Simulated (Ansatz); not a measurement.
# AlSi (doublet): trial inputs and their diagnosis at distance Si1–Al2 = 2.398 Å

4 inputs are run for AlSi (doublet) as typed; the log has to tell whether the result can be used and what must change.

Method: the settings change from run to run; program: Ansatz 0.2.0, Gaussian basis.

38 further runs of the same task are left out: 3 for a known fault of the program, 31 that didn't finish, 4 set aside as unsound or not needed.

## (1) What is computed

The geometry derives from a PBE0/def2-TZVP stationary point (not a proven minimum). One bond is set to the value named and the two fragments are kept rigid.

2 atoms, charge 0, spin multiplicity 2.

Atoms are counted from 1 here; the program's logs count them from 0.

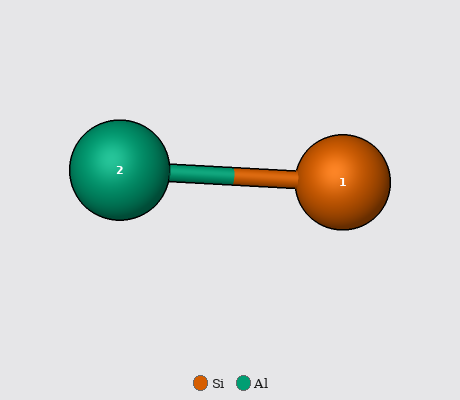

The structure; silicon orange, aluminium teal; atoms are numbered from 1 in the order of the file.

## (2) Input 1

File in.yaml:

```yaml
crystal:
  periodic: [false, false, false]
  atoms:
    - {symbol: Si, position_ang: [0.300000, 0.300000, 2.447686]}
    - {symbol: Al, position_ang: [0.000000, 0.000000, 2.397686]}
basis:
  gaussian: {orbitals: aug-cc-pVDZ}
magnetization: {spin_polarized: true, initial_magnetization: 1}
correlation: {method: mp2, electrons: valence}
accuracy: high
scf: {lower_state_search: off}
```

Started as:

```bash
$ ansatz run in.yaml --threads 1 --pin off --events-out ev --progress --plain --max-ram 2393MiB
```

What it wrote:

```text
Functional definition: HF
  name "HF"
  cite "Fock, Z. Phys. 61, 126 (1930) doi:10.1007/BF01340294"
  parent pbe
  exchange = exact_x
  correlation = 0
these checks for a lower state are left out or cut short: stability, starts, cluster_reference, orbital_swaps, neighbouring_geometries, increment
819 factors; integrals over basis functions are off by at most 3.0e-9 eV
mean field evaluation 1: about -13553.1503 eV, gradient 6.0e1 eV
mean field evaluation 2: about -13553.9764 eV, gradient 6.0e1 eV
mean field evaluation 4: about -13562.0547 eV, gradient 1.1e0 eV
mean field evaluation 8: about -13562.0846 eV, gradient 9.8e-4 eV
mean field evaluation 16: about -13562.0846 eV, gradient 2.6e-8 eV
mean field -13562.08463950 eV, -498.3974177905 hartree, gradient 2.8e-8 eV, S^2 0.757843; 0 other end points of the search recorded, 0 dependent functions left out
10 core orbitals not correlated: weight in the atoms' cores, before any rotation towards them, 0.030 or more for the frozen orbitals, at most 0.025 for the correlated occupied ones
reference -13562.08463950 eV, -498.3974177905 hartree; 4, 3 occupied and 40, 41 virtual orbitals, 819 factors
second order -1.46606023 eV of doubles, -0.00000000 eV of singles
Total energy: -13563.55069973 eV, -498.4512945101 hartree
Checks for a lower state left out: stability, starts, cluster_reference, orbital_swaps, neighbouring_geometries, increment
```

It took 3.4 s on 1 thread of AMD EPYC, shared host.

Diagnosis: The run converged, which proves nothing about the input. One atom lies on top of another. The shortest distance is 0.43 Å, against 2.40 Å in the geometry of step 1. Its energy belongs to another geometry. Fix: restore its position.

## (3) Input 2

File in.yaml:

```yaml
crystal:
  periodic: [false, false, false]
  atoms:
    - {symbol: Si, position_ang: [0.000000, 0.000000, 0.000000]}
    - {symbol: Al, position_ang: [0.000000, 0.000000, 2.397686]}
basis:
  gaussian: {orbitals: def2-mTZVP}
magnetization: {spin_polarized: false, initial_magnetization: 1}
hamiltonian: {xc: r2scan}
correlation: {method: sc_nevpt2, electrons: valence, active_space: {window: {electrons: 3, orbitals: 3}}}
accuracy: high
```

Launched as before.

What it wrote:

```text
Error: invalid value for `correlation.active_space`: it starts from restricted Hartree–Fock orbitals; set hamiltonian.xc: hf without magnetization.spin_polarized
```

It took 0.15 s on 1 thread of AMD EPYC, shared host.

What is wrong: The run was refused. An active space is asked on a functional's orbitals. Fix: start from Hartree-Fock.

## (4) Input 3

File in.yaml:

```yaml
crystal:
  periodic: [false, false, false]
  atoms:
    - {symbol: Si, position_ang: [0.000000, 0.000000, 0.000000]}
    - {symbol: Al, position_ang: [0.000000, 0.000000, 2.397686]}
basis:
  gaussian: {orbitals: def2-mTZVP}
magnetization: {spin_polarized: false, initial_magnetization: 1}
correlation: {active_space: {window: {electrons: 3, orbitals: 3}, states: [{multiplicity: 2, irrep: E1u, weights: [1]}]}}
scf: {omitted_lower_state_checks: [cluster_reference]}
```

The command is unchanged.

What it wrote:

```text
Functional definition: HF
  name "HF"
  cite "Fock, Z. Phys. 61, 126 (1930) doi:10.1007/BF01340294"
  parent pbe
  exchange = exact_x
  correlation = 0
these checks for a lower state are left out or cut short: cluster_reference
635 factors; integrals over basis functions are off by at most 8.1e-8 eV
mean field evaluation 1: about -14440.5963 eV, gradient 8.2e0 eV
mean field evaluation 2: about -14440.6251 eV, gradient 8.2e0 eV
mean field evaluation 4: about -14441.1240 eV, gradient 1.0e0 eV
mean field evaluation 8: about -14441.1513 eV, gradient 3.1e-1 eV
mean field evaluation 16: about -14441.1571 eV, gradient 1.5e-6 eV
mean field evaluation 32: about -14441.8348 eV, gradient 8.9e-2 eV
mean field evaluation 64: about -14441.5324 eV, gradient 6.8e-2 eV
mean field evaluation 96: about -14441.8350 eV, gradient 3.2e-6 eV
mean field evaluation 128: about -14441.8201 eV, gradient 4.5e-1 eV
mean field evaluation 160: about -14441.5324 eV, gradient 2.4e-5 eV
mean field evaluation 192: about -14441.5324 eV, gradient 8.3e-7 eV
mean field evaluation 224: about -14441.8350 eV, gradient 6.2e-7 eV
mean field -14441.83502823 eV, -530.7276482601 hartree, gradient 6.2e-7 eV, S^2 0.750000; 16 other end points of the search recorded, 0 dependent functions left out
reference -14441.83502823 eV, -530.7276482601 hartree; 14, 13 occupied and 30, 31 virtual orbitals, 635 factors
Error: the irrep E1u is not accepted for these orbitals, which take A1, B1, B2, A2, or 1 to 4
```

Run time: 14 s. Hardware: 1 thread of AMD EPYC, shared host.

**Diagnosis.** The run stopped with an error. The symmetry label isn't in the molecule's group. Fix: name an irrep that the log lists.

## (5) Input 4

File in.yaml:

```yaml
crystal:
  periodic: [false, false, false]
  atoms:
    - {symbol: Si, position_ang: [0.000000, 0.000000, 0.000000]}
    - {symbol: Al, position_ang: [0.000000, 0.000000, 2.397686]}
basis:
  gaussian: {orbitals: 6-31G}
magnetization: {spin_polarized: false, initial_magnetization: 1}
correlation: {method: sc_nevpt2, electrons: all, active_space: {window: {electrons: 3, orbitals: 3}, places: [1, 2]}}
```

The command is unchanged.

What it wrote:

```text
Error: invalid value for `correlation.active_space`: name one of window, places and ras
```

Wall time 0.1 s (1 thread of AMD EPYC, shared host).

Diagnosis: The run was refused. The active space is defined twice. Fix: keep one definition.

## (6) Summary

```
input                   level                ended                                                cause    time
    1  MP2 on UHF/aug-cc-pVDZ            converged                      one atom lies on top of another   3.4 s
    2  NEVPT2(3,3)/def2-mTZVP              refused  an active space is asked on a functional's orbitals  0.15 s
    3  CASSCF(3,3)/def2-mTZVP  stopped by an error     the symmetry label isn't in the molecule's group    14 s
    4       NEVPT2(3,3)/6-31G              refused                    the active space is defined twice   0.1 s
```

1 converged, 2 refused, 1 stopped by an error. The input that converges on a wrong geometry or spin is the dangerous one: no error points at it, so geometry and ⟨S²⟩ have to be checked.
